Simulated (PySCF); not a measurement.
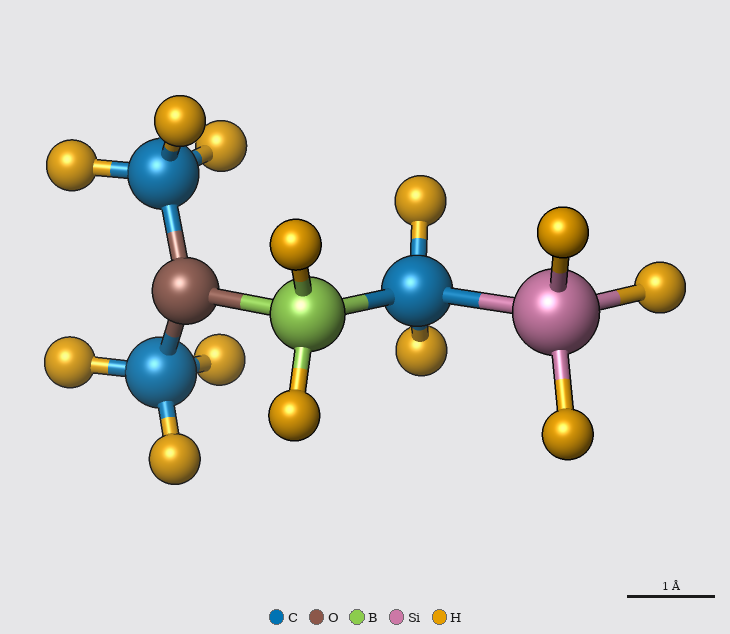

The picture shows a molecular structure as a ball-and-stick model.

> What is the molecular formula?

C3H13BOSi, 19 atoms: 3 carbon, 13 hydrogen, 1 boron, 1 oxygen and 1 silicon.

> Write the SMILES.

C[O+](C)[BH2-]C[SiH3]

More results for the same structure follow; atom numbers are the same in all pictures, views and colours differ. Computed geometry: PBE0-D3(BJ)/def2-SVP optimisation. No frequency run is at hand to confirm it as a minimum.

**Shape**

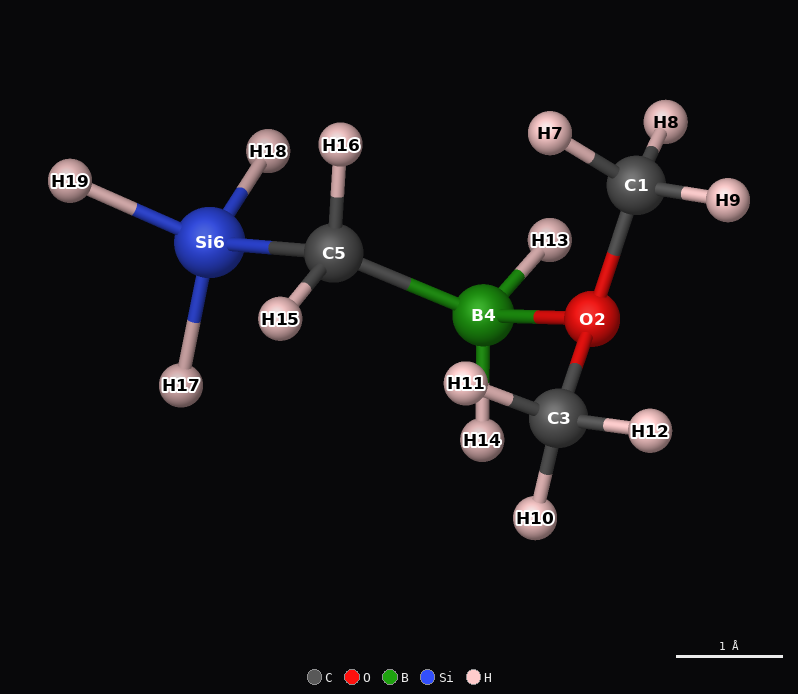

Atoms carry their numbers in the input. No frequency run is at hand to confirm it as a minimum.

> Describe the coordination of atom 6.

Si6 has 4 neighbours (C5 at 1.88, H17 at 1.50, H18 at 1.50, H19 at 1.50 Å); the arrangement is tetrahedral.

> Describe the coordination of atom 1.

C1 has 4 neighbours (O2 at 1.42, H7 at 1.10, H8 at 1.10, H9 at 1.10 Å); the arrangement is tetrahedral.

> Describe the coordination of atom 5.

C5 has 4 neighbours (B4 at 1.61, Si6 at 1.88, H15 at 1.11, H16 at 1.11 Å); the arrangement is tetrahedral.

> How are the neighbours of atom 4 arranged?

B4 has 4 neighbours (O2 at 1.67, C5 at 1.61, H13 at 1.22, H14 at 1.22 Å); the arrangement is tetrahedral.

> What is the dihedral angle O2–B4–C5–Si6?

179° in size, that is anti.

**Electronic properties**

No frequency run is at hand to confirm it as a minimum. Method: PBE0/def2-SVP, gas phase (PySCF 2.14.0).

> Estimate the LUMO energy (Kohn–Sham orbital).

1.11 eV.

> What is the HOMO energy (Kohn–Sham orbital)?

−7.72 eV.

> What is the dipole moment?

5.85 D.

**Quadrupole coupling**

No frequency run is at hand to confirm it as a minimum. Electric field gradients from the ground-state density, PBE0/def2-TZVP (PySCF 2.14.0), non-relativistic apart from any core potentials.

Give the largest field-gradient component, the quadrupole coupling constant and the asymmetry for 17O at O2 (Q = −25.6 mb), 11B at B4 (Q = 40.59 mb).

```
atom  V_zz (a.u.)  e²qQ/h (MHz)     η
  O2       −1.952         11.74  0.60
  B4        0.367          3.50  0.05
```

**NMR shielding**

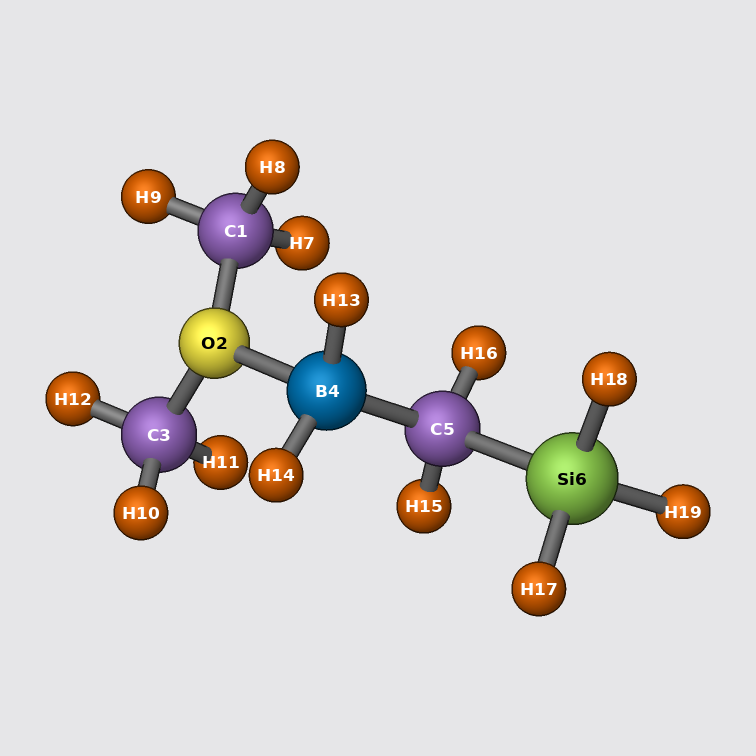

No frequency run is at hand to confirm it as a minimum. Method: GIAO PBE0/6-311+G(2d,p) NMR shielding, non-relativistic, gas phase (PySCF 2.14.0). Principal shieldings σ11 ≤ σ22 ≤ σ33, span Ω = σ33 − σ11, skew κ = 3(σiso − σ22)/Ω.

Give the shielding tensors of the C atoms.

| atom | σ11 | σ22 | σ33 | σiso | Ω | κ |
| --- | --- | --- | --- | --- | --- | --- |
| C1 | 85.3 | 101.8 | 184.5 | 123.9 | 99.3 | 0.67 |
| C3 | 85.5 | 101.7 | 184.7 | 123.9 | 99.2 | 0.67 |
| C5 | 183.7 | 191.5 | 201.0 | 192.1 | 17.3 | 0.09 |

Shieldings and span in ppm.
